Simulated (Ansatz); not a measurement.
# CH4F4Zr: what the fields show

Input file:

```
crystal:
  periodic: [false, false, false]
  atoms:
    - { symbol: Zr, position_ang: [-0.784947, 0.610818, -1.101048] }
    - { symbol: C, position_ang: [0.411541, -1.092641, 0.19773] }
    - { symbol: F, position_ang: [-1.070164, -0.153339, -2.816285] }
    - { symbol: F, position_ang: [-2.44341, 0.934961, -0.23085] }
    - { symbol: F, position_ang: [0.329843, 2.141278, -1.254218] }
    - { symbol: H, position_ang: [1.080642, 0.430307, 1.887215] }
    - { symbol: F, position_ang: [0.70431, 1.224686, 2.13301] }
    - { symbol: H, position_ang: [1.495904, -0.882171, 0.222041] }
    - { symbol: H, position_ang: [0.004227, -1.127634, 1.223007] }
    - { symbol: H, position_ang: [0.271954, -2.086064, -0.260602] }
basis:
  gaussian: { orbitals: def2-SVP }
hamiltonian:
  xc: b3lyp
  dispersion: d4
relax:
  f_tol: 0.03
  max_steps: 50
output:
  orbitals: {}
```

Command:

```sh
ansatz run input.yaml --threads 2 --pin off --max-ram 3072MiB --backend cpu --events-out ev --progress --plain --runs-dir out
```

The fields are those of the run's last geometry, not of the input's.

Core potentials replace the inner electrons of Zr.

Method: Ansatz, RKS B3LYP-D4/def2-SVP.

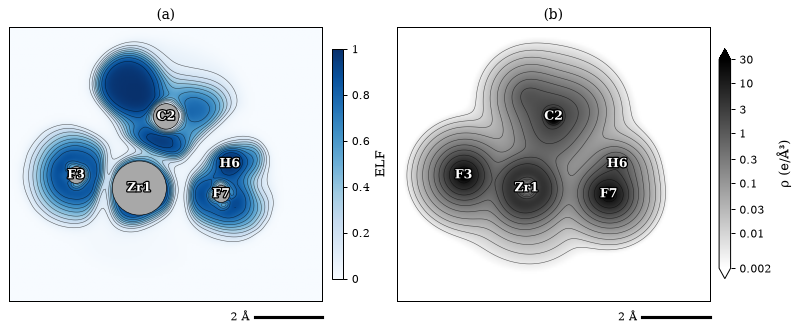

Figure 1. (a) electron localisation function; (b) electron density on the plane of atoms C2, Zr1 and F3. Grey discs cover the atomic cores in the ELF map.

Q: What does the map show?

A:
- The plane passes through Zr, C, F and H nuclei.
- Zr–F (1.91 Å): the density is about 0.91 e/Å³ at the midpoint; the ELF peaks at about 0.85 in the valence shell of F, 0.5 Å from its nucleus, and drops to about 0.25 between the two atoms.
- C–Zr (2.26 Å): ρ at the midpoint is about 0.65 e/Å³; the ELF peaks at about 0.95 in the valence shell of C, 0.7 Å from its nucleus, and is about 0.50 at the midpoint.
- F–H (0.94 Å): ρ is about 4.6 e/Å³ halfway; the ELF climbs to about 1 towards the hydrogen, as it does in any bond to H (a covalent bond by its length).

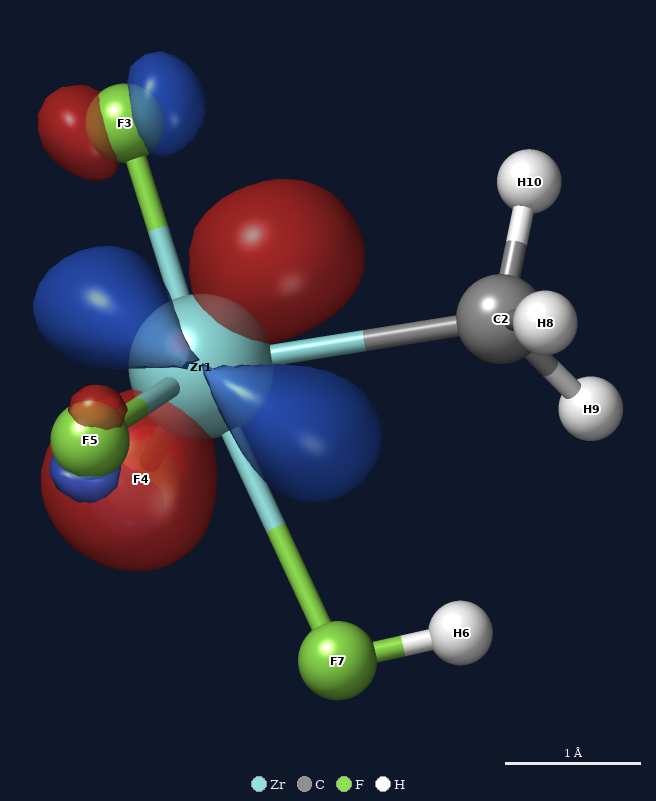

Figure 2. One frontier orbital at ±0.2 Å⁻³ᐟ² (red and blue are the two phases), seen across its widest extent.

Q: Which orbital is it: HOMO or LUMO?

A: The LUMO, at −1.36 eV. By Hirshfeld shares it lies mainly on Zr1 (about 75 %) and F3 (about 10 %).

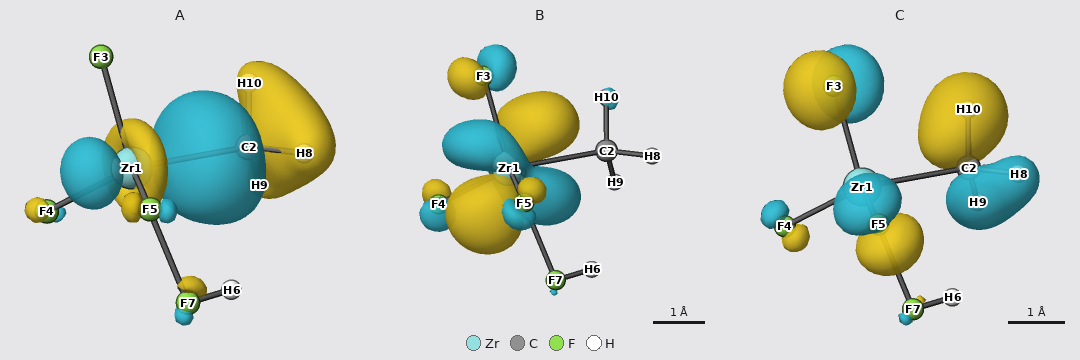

Figure 3. Three frontier orbitals at ±0.15 Å⁻³ᐟ² (yellow and cyan are the two phases), in no order.

Q: Which picture is the HOMO−1, the HOMO and the LUMO?

A: C is the HOMO−1 (−10.84 eV). Its weight (Hirshfeld) is mainly on F3 (about 30 %), F5 (about 20 %), C2 (about 20 %) and H10 (about 10 %). A is the HOMO (−8.03 eV). It lies mainly on C2 (about 55 %) and Zr1 (about 25 %). B is the LUMO (−1.36 eV). It lies mainly on Zr1 (about 75 %) and F3 (about 10 %).

Q: What is the HOMO–LUMO gap?

A: 6.67 eV between the orbital energies.
